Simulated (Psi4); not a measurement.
# Single-point calculation of BH₃ (part 2 of 2)

Continued. System: BH₃, SMILES [H]B([H])[H]. Method: CCSD(T)/CBS, RHF (Psi4 1.11). The geometry comes from this level: GFN2-xTB.

Geometry of the input (Å):
```
B  0.0001  0.0000  -0.0014
H  1.1639  -0.0303  0.0153
H  -0.5553  1.0234  -0.0186
H  -0.6086  -0.9931  0.0048
```

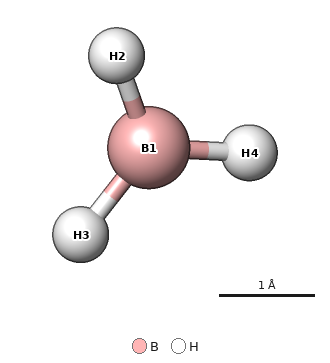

Fig. 1: The structure (ball-and-stick view, seen at a tilt; atoms are numbered from 1 in the order of the input).

Log, continued
```
    Largest TIjAb Amplitudes:
      0   0   0   0        -0.0442140873
      1   1   4   4        -0.0364560497
      2   2   5   5        -0.0364556702
      2   2   8   8        -0.0271804808
      1   1   9   9        -0.0271395716
      0   1   0  12         0.0264796865
      1   0  12   0         0.0264796865
      0   2   0  11        -0.0264754520
      2   0  11   0        -0.0264754520
      1   2   4   5        -0.0248705054

    SCF energy       (wfn)                    =  -26.389061489131819
    Reference energy (file100)                =  -26.389074713425813

    Opposite-spin MP2 correlation energy      =   -0.082294134130420
    Same-spin MP2 correlation energy          =   -0.009326710412036
    Singles MP2 correlation energy            =   -0.000000000000000
    MP2 correlation energy                    =   -0.091620844542456
      * MP2 total energy                      =  -26.480695557968268

    Opposite-spin CCSD correlation energy     =   -0.105138944518713
    Same-spin CCSD correlation energy         =   -0.010259731584986
    Singles CCSD correlation energy           =    0.000000000000000
    CCSD correlation energy                   =   -0.115398676103699
      * CCSD total energy                     =  -26.504473389529512

            **************************
            *                        *
            *        CCTRIPLES       *
            *                        *
            **************************

    Wave function   =    CCSD_T
    Reference wfn   =      RHF

    Nuclear Rep. energy (wfn)                =    7.603081907704702
    SCF energy          (wfn)                =  -26.389061489131819
    Reference energy    (file100)            =  -26.389074713425813
    CCSD energy         (file100)            =   -0.115398676103699
    Total CCSD energy   (file100)            =  -26.504473389529512

    Number of ijk index combinations:               10
    Approx. words needed per explicit thread:           62500
    Number of threads for explicit ijk threading:    1

    MKL num_threads set to 1 for explicit threading.

    (T) energy                                =   -0.001455942513900
      * CCSD(T) total energy                  =  -26.505929332043412

    Psi4 run time: 0:00:02.88

    -----------------------------------------------------------------------
                               Psi4 1.11 release

    h
    h
    h

    -----------------------------------------------------------------------

    Memory:     1.5 GiB
    Threads:    1
                ecpint, einsums, f̶o̶r̶t̶e̶, gauxc, gcp, g̶d̶m̶a̶, geometric, g̶p̶u̶_̶d̶f̶c̶c̶,
                i̶n̶t̶e̶g̶r̶a̶t̶o̶r̶x̶x̶, i̶p̶i̶, libefp, m̶d̶i̶, m̶p̶2̶d̶, m̶r̶c̶c̶, ooo,
                o̶p̶e̶n̶f̶e̶r̶m̶i̶o̶n̶p̶s̶i̶4̶, pcmsolver, p̶s̶i̶4̶f̶o̶c̶k̶c̶i̶, p̶s̶i̶x̶a̶s̶,
                p̶y̶e̶i̶n̶s̶u̶m̶s̶, r̶e̶s̶p̶, s̶i̶m̶i̶n̶t̶, s̶n̶s̶m̶p̶2̶,
                v̶2̶r̶d̶m̶_̶c̶a̶s̶s̶c̶f̶

   => Loading Basis Set <=

    Name: CC-PVTZ
    Role: ORBITAL
    Keyword: BASIS

         ---------------------------------------------------------
                                   SCF
                              RHF Reference
                        1 Threads,   1525 MiB Core
         ---------------------------------------------------------

  ==> Geometry <==

    Molecular point group: c1
    Full point group: C1

    Geometry (in Bohr), charge = 0, multiplicity = 1:

       Center              X                  Y                   Z               Mass
    ------------   -----------------  -----------------  -----------------  -----------------
         B            0.000033929721     0.000016286266    -0.000760025747    11.009305360000
         H            2.199316091790    -0.057336901642     0.030760606026     1.007825032230
         H           -1.049519960358     1.933924208537    -0.033357801411     1.007825032230
         H           -1.150166773800    -1.876765215232     0.010899584448     1.007825032230

  Running in c1 symmetry.

  Rotational constants: A =      8.22544  B =      8.21934  C =      4.11121 [cm^-1]
  Rotational constants: A = 246592.53440  B = 246409.58481  C = 123251.00985 [MHz]
  Nuclear repulsion =    7.603081907704702

  Charge       = 0
  Multiplicity = 1
  Electrons    = 8
  Nalpha       = 4
  Nbeta        = 4

  ==> Algorithm <==

  SCF Algorithm Type is CD.
  DIIS enabled.
  MOM disabled.
  Fractional occupation disabled.
  Guess Type is SAD.
  Energy threshold   = 1.00e-08
  Density threshold  = 1.00e-08
  Integral threshold = 1.00e-12

  ==> Primary Basis <==

  Basis Set: CC-PVTZ
    Blend: CC-PVTZ
    Number of shells: 28
    Number of basis functions: 72
    Number of Cartesian functions: 80
    Spherical Harmonics?: true
    Max angular momentum: 3

  ==> Integral Setup <==

  ==> CDJK: Cholesky-decomposed J/K Matrices <==

    J tasked:                     Yes
    K tasked:                     Yes
    wK tasked:                     No
    Integrals threads:              1
    Memory [MiB]:                1144
    Algorithm:                   Core
    Integral Cache:              NONE
    Schwarz Cutoff:             1E-12
    Cholesky tolerance:      1.00E-04
    No. Cholesky vectors:         309

  Minimum eigenvalue in the overlap matrix is 2.0078242379E-03.
  Reciprocal condition number of the overlap matrix is 3.6037317350E-04.
    Using symmetric orthogonalization.

  ==> Pre-Iterations <==

  SCF Guess: Superposition of Atomic Densities via on-the-fly atomic UHF (no occupation information).

   -------------------------
    Irrep   Nso     Nmo
   -------------------------
     A         72      72
   -------------------------
    Total      72      72
   -------------------------

  ==> Iterations <==

                        Total Energy        Delta E     RMS |[F,P]|

   @RHF iter SAD:   -25.68421695608293   -2.56842e+01   0.00000e+00
   @RHF iter   1:   -26.39175561143409   -7.07539e-01   1.27932e-03 DIIS/ADIIS
   @RHF iter   2:   -26.39878543365688   -7.02982e-03   3.02509e-04 DIIS/ADIIS
   @RHF iter   3:   -26.39935974051100   -5.74307e-04   6.90607e-05 DIIS
   @RHF iter   4:   -26.39939615112849   -3.64106e-05   1.12887e-05 DIIS
   @RHF iter   5:   -26.39939708315841   -9.32030e-07   7.03827e-07 DIIS
   @RHF iter   6:   -26.39939708650262   -3.34420e-09   5.59988e-08 DIIS
   @RHF iter   7:   -26.39939708652067   -1.80549e-11   7.03932e-09 DIIS
  Energy and wave function converged.

  ==> Post-Iterations <==

    Orbital Energies [Eh]
    ---------------------

    Doubly Occupied:

       1A     -7.602337     2A     -0.710502     3A     -0.502987
       4A     -0.502936

    Virtual:

       5A      0.060929     6A      0.209462     7A      0.209485
       8A      0.217982     9A      0.283463    10A      0.283479
      11A      0.326664    12A      0.356313    13A      0.526360
      14A      0.526364    15A      0.564258    16A      0.564286
      17A      0.598579    18A      0.782345    19A      0.881114
      20A      0.881240    21A      0.952503    22A      1.125122
      23A      1.143953    24A      1.143961    25A      1.213793
      26A      1.214004    27A      1.465414    28A      1.465635
      29A      1.559284    30A      1.686437    31A      1.729259
      32A      1.729417    33A      1.918489    34A      2.011568
      35A      2.011600    36A      2.139953    37A      2.140001
      38A      2.206022    39A      2.251120    40A      2.283079
      41A      2.283319    42A      2.431620    43A      2.808542
      44A      2.808683    45A      3.065173    46A      3.065436
      47A      3.336543    48A      3.485770    49A      3.813531
      50A      3.813706    51A      3.918371    52A      3.918787
      53A      4.097346    54A      4.111373    55A      4.144723
      56A      4.293416    57A      4.293472    58A      4.294265
      59A      4.294552    60A      4.480270    61A      4.630421
      62A      4.630440    63A      4.766059    64A      4.820819
      65A      4.821368    66A      5.036512    67A      5.037028
      68A      5.231736    69A      5.232013    70A      5.454221
      71A      5.832130    72A     10.113284

    Final Occupation by Irrep:
              A
    DOCC [     4 ]
    NA   [     4 ]
    NB   [     4 ]

  @RHF Final Energy:   -26.39939708652067

   => Energetics <=

    Nuclear Repulsion Energy =              7.6030819077047020
    One-Electron Energy =                 -49.3674344001002012
    Two-Electron Energy =                  15.3649554058748308
    Total Energy =                        -26.3993970865206720

Computation Completed

Properties will be evaluated at   0.000000,   0.000000,   0.000000 [a0]

Properties computed using the SCF density matrix

 Multipole Moments:

 ------------------------------------------------------------------------------------
     Multipole            Electronic (a.u.)      Nuclear  (a.u.)        Total (a.u.)
 ------------------------------------------------------------------------------------

 L = 1.  Multiply by 2.5417464519 to convert [e a0] to [Debye]
 Dipole X            :          0.0004026           -0.0002010            0.0002016
 Dipole Y            :          0.0002185           -0.0000965            0.0001220
 Dipole Z            :         -0.0063194            0.0045023           -0.0018172
 Magnitude           :                                                    0.0018324

 ------------------------------------------------------------------------------------

	total time  =          1 seconds =       0.02 minutes

  //>>>>>>>>>>>>>>>>>>>>>>>>>>>>>>>>>>>//
  //               DFMP2               //
  //<<<<<<<<<<<<<<<<<<<<<<<<<<<<<<<<<<<//

   => Loading Basis Set <=

    Name: (CC-PVTZ AUX)
    Role: RIFIT
    Keyword: DF_BASIS_MP2

	 --------------------------------------------------------
	                          DF-MP2
	      2nd-Order Density-Fitted Moller-Plesset Theory
	              RMP2 Wavefunction,   1 Threads

	 --------------------------------------------------------

   => Auxiliary Basis Set <=

  Basis Set: (CC-PVTZ AUX)
    Blend: CC-PVTZ-RI
    Number of shells: 53
    Number of basis functions: 171
    Number of Cartesian functions: 206
    Spherical Harmonics?: true
    Max angular momentum: 4

	 --------------------------------------------------------
	                 NBF =    72, NAUX =   171
	 --------------------------------------------------------
	   CLASS    FOCC     OCC    AOCC    AVIR     VIR    FVIR
	   PAIRS       1       4       3      68      68       0
	 --------------------------------------------------------

	-----------------------------------------------------------
	 ==================> DF-MP2 Energies <====================
	-----------------------------------------------------------
	 Reference Energy          =     -26.3993970865206720 [Eh]
	 Singles Energy            =      -0.0000000000000000 [Eh]
	 Same-Spin Energy          =      -0.0114533811247075 [Eh]
	 Opposite-Spin Energy      =      -0.1019282375436744 [Eh]
	 Correlation Energy        =      -0.1133816186683820 [Eh]
	 Total Energy              =     -26.5127787051890529 [Eh]
	-----------------------------------------------------------
	 ================> DF-SCS-MP2 Energies <==================
	-----------------------------------------------------------
	 SCS Same-Spin Scale       =       0.3333333333333333 [-]
	 SCS Opposite-Spin Scale   =       1.2000000000000000 [-]
	 SCS Same-Spin Energy      =      -0.0038177937082358 [Eh]
	 SCS Opposite-Spin Energy  =      -0.1223138850524093 [Eh]
	 SCS Correlation Energy    =      -0.1261316787606452 [Eh]
	 SCS Total Energy          =     -26.5255287652813188 [Eh]
	-----------------------------------------------------------

	total time  =          0 seconds =       0.00 minutes

    Psi4 run time: 0:00:01.10

  //>>>>>>>>>>>>>>>>>>>>>>>>>>>>>>>>>>>//
  //            CBS Results            //
  //<<<<<<<<<<<<<<<<<<<<<<<<<<<<<<<<<<<//

   ==> Components <==

  ---------------------------------------------------------------------------------------------------------
                          Method / Basis                      Rqd      Energy [Eh]   Variable
  ---------------------------------------------------------------------------------------------------------
                              hf / cc-pvtz                     *      -26.39939709   HF TOTAL ENERGY
                             mp2 / cc-pvtz                     *      -26.51277871   MP2 TOTAL ENERGY
                              hf / cc-pvdz                     *      -26.38906149   HF TOTAL ENERGY
                             mp2 / cc-pvdz                     *      -26.48069556   MP2 TOTAL ENERGY
                            ccsd / cc-pvdz                            -26.50447339   CCSD TOTAL ENERGY
                         ccsd(t) / cc-pvdz                     *      -26.50592933   CCSD(T) TOTAL ENERGY
  ---------------------------------------------------------------------------------------------------------

   ==> Stages <==

  ---------------------------------------------------------------------------------------------------------
      Stage               Method / Basis                       Wt      Energy [Eh]   Scheme
  ---------------------------------------------------------------------------------------------------------
        scf                   hf / cc-pvtz                      1     -26.39939709   xtpl_highest_1
       corl                  mp2 / cc-pv[dt]z                   1     -26.52628740   corl_xtpl_helgaker_2
       corl                   hf / cc-pv[dt]z                  -1     -26.40374892   corl_xtpl_helgaker_2
     delta1              ccsd(t) / cc-pvdz                      1     -26.50592933   xtpl_highest_1
     delta1                  mp2 / cc-pvdz                     -1     -26.48069556   xtpl_highest_1
  ---------------------------------------------------------------------------------------------------------

   ==> CBS <==

  ---------------------------------------------------------------------------------------------------------
      Stage               Method / Basis                               Energy [Eh]   Scheme
  ---------------------------------------------------------------------------------------------------------
        scf                   hf / cc-pvtz                            -26.39939709   xtpl_highest_1
       corl                  mp2 / cc-pv[dt]z                          -0.12253848   corl_xtpl_helgaker_2
     delta1        ccsd(t) - mp2 / cc-pvdz                             -0.02523377   xtpl_highest_1
      total                  CBS                                      -26.54716934
  ---------------------------------------------------------------------------------------------------------

    Psi4 run time: 0:00:06.25
```
